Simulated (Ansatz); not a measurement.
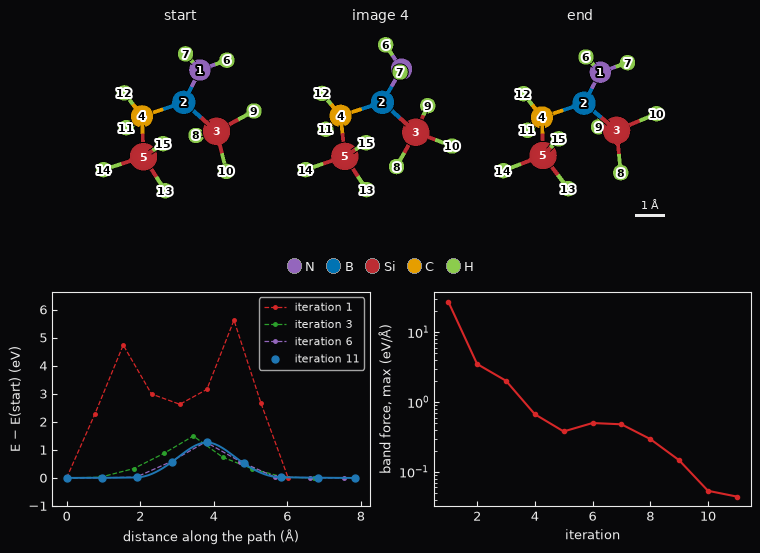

NEB run on CH10BNSi2. Images are numbered from 0 (start) to 8 (end). The plot follows the band through its iterations. The picture is a ball-and-stick view, seen from a free direction.

All numbers below come from Ansatz 0.2.0, RKS PBE0-D4/def2-SVP. Settings: 7 movable images; climbing image; force threshold 0.05 eV/Å; iteration limit 24; starting path through a guess of the saddle point.

Q: Judge this run.

A: The result is final at these settings. The band converged in 11 iterations. The largest component of the band force went from 28 to 0.044 eV/Å. The climbing image converged on the top of the path. Its vibrational analysis gives one imaginary mode (606i cm⁻¹), as a transition state must have. The first iteration put the highest image at 5.62 eV. The two ends have nearly the same energy, and the highest point, image 4, lies 1.26 eV above the start.

Cost: 6.8 min on 2 threads of AMD EPYC 7R43 64-Core Processor (Zen 3), with other jobs on the host, peak memory 0.34 GiB.
